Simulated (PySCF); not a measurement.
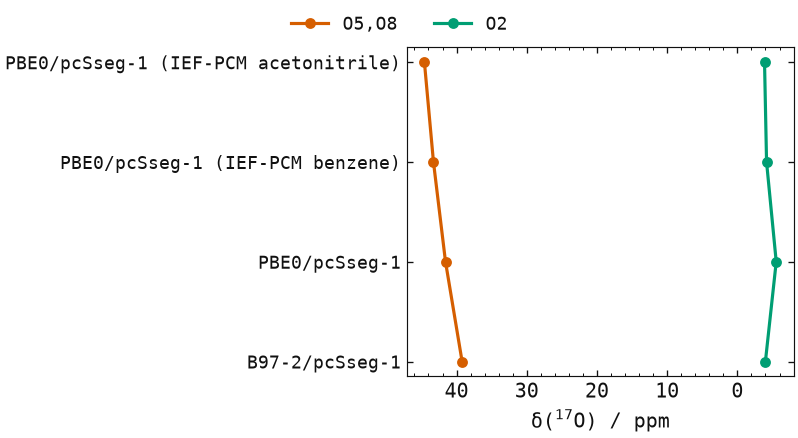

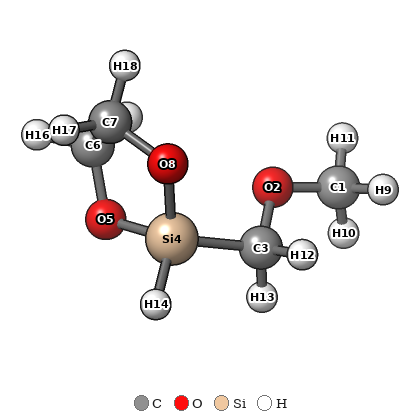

GIAO ¹⁷O shifts of C₄H₁₀O₃Si, SMILES COC[SiH]1OCCO1 at several levels, one geometry, PySCF, at a PBE0-D3(BJ)/def2-SVP geometry (no frequency check); values of one conformer, averaged over nuclei that symmetry, rotation about single bonds or ring flips exchange, these motions taken as fast; other conformers aren't averaged in; each against H₂O at the same level (¹⁷O: a single water molecule, while the usual scale starts at liquid water and gives values some tens of ppm lower).

Which of the plotted signals depends most on the level, and by how much?

That of O5 and O8: from 39.2 ppm (B97-2/pcSseg-1) to 44.6 ppm (PBE0/pcSseg-1 (IEF-PCM acetonitrile)), a spread of 5.4 ppm. The steadiest, O2, moves by 1.7 ppm.

Do all levels give the signals in the same order?

Yes, the order of the signals is the same at every level.
